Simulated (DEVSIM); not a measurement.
System: Ru/AlN/n-Ge capacitor, at 300 K.

| layer (left to right) | material | thickness (nm) | Nd (cm⁻³) |
|---|---|---|---|
| 1 | AlN | 31.0 | - |
| 2 | Ge | 4100 | 2.1e16 |

Metal gate on the left, work function 4.7 eV. Fixed charge at the semiconductor interface 0 cm⁻² (in units of +e); no interface traps.

Constants are typed, rounded textbook-type inputs, not results; the design itself was drawn at random and stands for no fabricated device. Values at 300 K.

| parameter | AlN | Ge |
|---|---|---|
| gap (eV) | 6.1 | 0.664 |
| affinity (eV) | 1.9 | 4 |
| permittivity | 8.5 | 16 |
| Nc (cm⁻³) | - | 1.04e19 |
| Nv (cm⁻³) | - | 6e18 |

DEVSIM, 1D Poisson equation in equilibrium, Boltzmann statistics, complete ionisation; no quantum confinement or tunnelling. Metal contacts follow the ideal Schottky-Mott rule: no Fermi-level pinning, no interface dipoles.

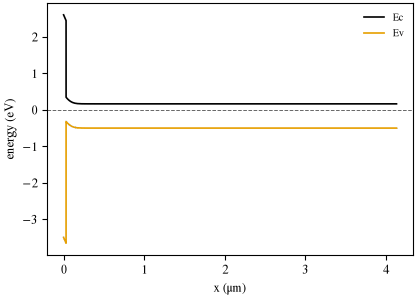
*Band edges at 0.2 V on the gate*

Energies count from the Fermi level of the right contact; mesh points crowd at the junctions.

| x (μm) | Ec (eV) | Ev (eV) | n (cm⁻³) | p (cm⁻³) | field (V/cm) |
|---|---|---|---|---|---|
| 0.000 | 2.600 | -3.500 | < 1e2 | < 1e2 | -51000 |
| 0.001581 | 2.592 | -3.508 | < 1e2 | < 1e2 | -51000 |
| 0.005354 | 2.573 | -3.527 | < 1e2 | < 1e2 | -51000 |
| 0.01367 | 2.530 | -3.570 | < 1e2 | < 1e2 | -51000 |
| 0.02611 | 2.466 | -3.634 | < 1e2 | < 1e2 | -51000 |
| 0.02953 | 2.449 | -3.651 | < 1e2 | < 1e2 | -51000 |
| 0.03104 | 0.341 | -0.323 | 1.9e13 | 2.3e13 | -27000 |
| 0.03390 | 0.334 | -0.330 | 2.6e13 | 1.7e13 | -26000 |
| 0.03965 | 0.319 | -0.345 | 4.6e13 | 9.6e12 | -25000 |
| 0.05433 | 0.285 | -0.379 | 1.7e14 | 2.5e12 | -22000 |
| 0.08894 | 0.224 | -0.440 | 1.8e15 | 2.4e11 | -14000 |
| 0.2233 | 0.162 | -0.502 | 2.0e16 | 2.2e10 | -480 |
| 0.5128 | 0.160 | -0.504 | 2.1e16 | 2.1e10 | ≈ 0 |
| 1.195 | 0.160 | -0.504 | 2.1e16 | 2.1e10 | ≈ 0 |
| 3.018 | 0.160 | -0.504 | 2.1e16 | 2.1e10 | ≈ 0 |
| 3.686 | 0.160 | -0.504 | 2.1e16 | 2.1e10 | ≈ 0 |
| 3.947 | 0.160 | -0.504 | 2.1e16 | 2.1e10 | ≈ 0 |
| 4.058 | 0.160 | -0.504 | 2.1e16 | 2.1e10 | ≈ 0 |
| 4.109 | 0.160 | -0.504 | 2.1e16 | 2.1e10 | ≈ 0 |
| 4.123 | 0.160 | -0.504 | 2.1e16 | 2.1e10 | ≈ 0 |
| 4.128 | 0.160 | -0.504 | 2.1e16 | 2.1e10 | ≈ 0 |
| 4.131 | 0.160 | -0.504 | 2.1e16 | 2.1e10 | ≈ 0 |
